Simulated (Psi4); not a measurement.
# CH4O (methanol), run twice

Aim: a single-point energy of CH4O (methanol) at UCCSD(T)/DZ (sfX2C, Cartesian functions).

The calculation is run with Psi4 1.11.

2 further runs of the same task are left out: 2 set aside as unsound or not needed.

### Step 1. Starting point

CH4O: 6 atoms, total charge 0, spin state singlet. SMILES: `CO`. The coordinates come from a PBE0-D4/def2-TZVP relaxation.

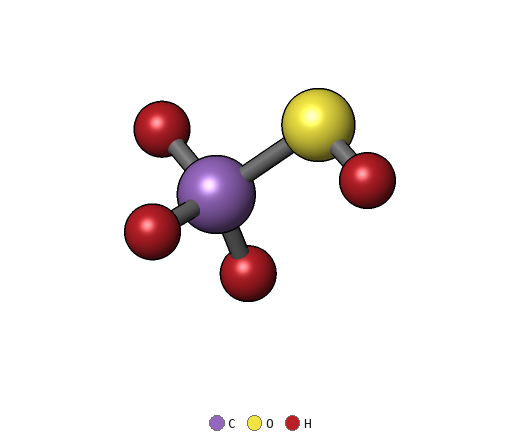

Viewed from a chosen angle; carbon purple, oxygen yellow, hydrogen red.

### Step 2. The input as first written

job.dat reads:

```
memory 1600 mb

molecule {
  0 1
  C     -0.088400    -0.207400    -0.275700
  O     -0.165000     0.316500     1.030100
  H     -0.864700    -0.968400    -0.360900
  H      0.878800    -0.683600    -0.479200
  H     -0.272700     0.554400    -1.043400
  H      0.512100     0.988500     1.129100
  symmetry c1
}

set globals {
  basis DZ
  reference uhf
  scf_type pk
  freeze_core true
  max_scf_iter 100
  relativistic x2c
}

energy("ccsd(t)")
```

The run is started by

```
$ psi4 -i job.dat -o job.out -n 1
```

job.out:

```text
Psi4 1.11 release

Error: option MAX_SCF_ITER is not contained in the list of available options.

Did you mean?

RuntimeError:
Fatal Error: MAX_SCF_ITER is not a valid option.

Printing out the relevant lines from the Psithon --> Python processed input file:
    core.IO.set_default_namespace("")
    core.set_global_option("BASIS", "DZ")
    core.set_global_option("REFERENCE", "uhf")
    core.set_global_option("SCF_TYPE", "pk")
    core.set_global_option("FREEZE_CORE", "true")
--> core.set_global_option("MAX_SCF_ITER", 100)
    core.set_global_option("RELATIVISTIC", "x2c")
    energy("ccsd(t)")

!----------------------------------------------------------------------------------!
!                                                                                  !
! Fatal Error: MAX_SCF_ITER is not a valid option.                                 !
!                                                                                  !
!----------------------------------------------------------------------------------!

    Psi4 run time: 0:00:00.02
```

It took 1.3 s on 1 thread of Intel Xeon Platinum 8259CL at 2.50GHz (Skylake/Cascade Lake), shared host; peak memory 0.14 GiB.

### Step 3. What went wrong

The program refused the input.

The telling line is `Fatal Error: MAX_SCF_ITER is not a valid option.`. What is wrong: the input text is malformed or holds a word that the program doesn't know.

### Step 4. Second attempt

ch4o.inp reads:

```
memory 1600 mb

molecule system {
  0 1
  C     -0.088400    -0.207400    -0.275700
  O     -0.165000     0.316500     1.030100
  H     -0.864700    -0.968400    -0.360900
  H      0.878800    -0.683600    -0.479200
  H     -0.272700     0.554400    -1.043400
  H      0.512100     0.988500     1.129100
  symmetry c1
}

set {
  basis        DZ
  reference    uhf
  scf_type     pk
  freeze_core  true
  relativistic x2c
}

e = energy('ccsd(t)')
print_variables()
```

The run is started by

```
$ psi4 -i ch4o.inp -o ch4o.out -n 1
```

ch4o.out:

```text
[...]
  Running in c1 symmetry.
[...]
  Nuclear repulsion =   40.458002606553038
[...]
  Multiplicity = 1
[...]
  Nalpha       = 9
  Nbeta        = 9
[...]
    Number of basis functions: 28
[...]
    WARNING: The X2C and Dirac Hamiltonians have substatially different eigenvalues!
             This is probably caused by the recontraction of the basis set.
[...]
   @UHF iter   1:  -115.01388864072695   -5.46752e-01   1.25751e-02 DIIS/ADIIS
[...]
   @UHF iter  10:  -115.07831295225418   -4.50484e-12   9.33443e-09 DIIS
[...]
   @S^2 Observed:                8.881784197E-15
[...]
    Orbital Energies [Eh]
    ---------------------
    Alpha Occupied:
       1A    -20.563559     2A    -11.283561     3A     -1.371124
       4A     -0.933299     5A     -0.691310     6A     -0.625326
       7A     -0.592590     8A     -0.494626     9A     -0.447651
    Alpha Virtual:
      10A      0.217771    11A      0.293088    12A      0.317834
      13A      0.353185    14A      0.354369    15A      0.452567
      16A      0.462011    17A      0.643733    18A      0.917479
      19A      0.970060    20A      1.013891    21A      1.068411
      22A      1.237042    23A      1.324397    24A      1.359045
      25A      1.395690    26A      1.945982    27A     23.737752
[...]
  @UHF Final Energy:  -115.07831295225418
   => Energetics <=
    Nuclear Repulsion Energy =             40.4580026065530376
    One-Electron Energy =                -237.0665413640474242
    Two-Electron Energy =                  81.5302258052402067
    Total Energy =                       -115.0783129522541799
  UHF NO Occupations:
  HONO-2 :    7  A 2.0000000
  HONO-1 :    8  A 2.0000000
[...]
 Multipole Moments:
 ------------------------------------------------------------------------------------
     Multipole            Electronic (a.u.)      Nuclear  (a.u.)        Total (a.u.)
 ------------------------------------------------------------------------------------
 L = 1.  Multiply by 2.5417464519 to convert [e a0] to [Debye]
 Dipole X            :         -0.0478968            0.6406786            0.5927818
 Dipole Y            :          0.6290146           -0.3895885            0.2394261
 Dipole Z            :          1.4781411           -2.1569239           -0.6787828
 Magnitude           :                                                    0.9324490
[...]
      * MP2 total energy                      = -115.284658407163136
[...]
      * CCSD total energy                     = -115.304858062675891
[...]
      * CCSD(T) total energy                     = -115.308060664980943
[...]
```

Wall time 3.6 s (1 thread of Intel Xeon Platinum 8259CL at 2.50GHz (Skylake/Cascade Lake), shared host); peak memory 0.19 GiB.

### Step 5. Outcome

At UCCSD(T)/DZ (sfX2C, Cartesian functions):

```
                                   quantity          value
                               total energy  -115.30806 Eh
        HOMO energy (Hartree–Fock orbitals)      -12.18 eV
        LUMO energy (Hartree–Fock orbitals)        5.93 eV
      HOMO–LUMO gap (Hartree–Fock orbitals)       18.11 eV
correlation energy (2 core orbitals frozen)     -229.7 mEh
                             (T) correction      -3.20 mEh
                              T1 diagnostic          0.012
```

The triples make up 1.4 % of the correlation energy.
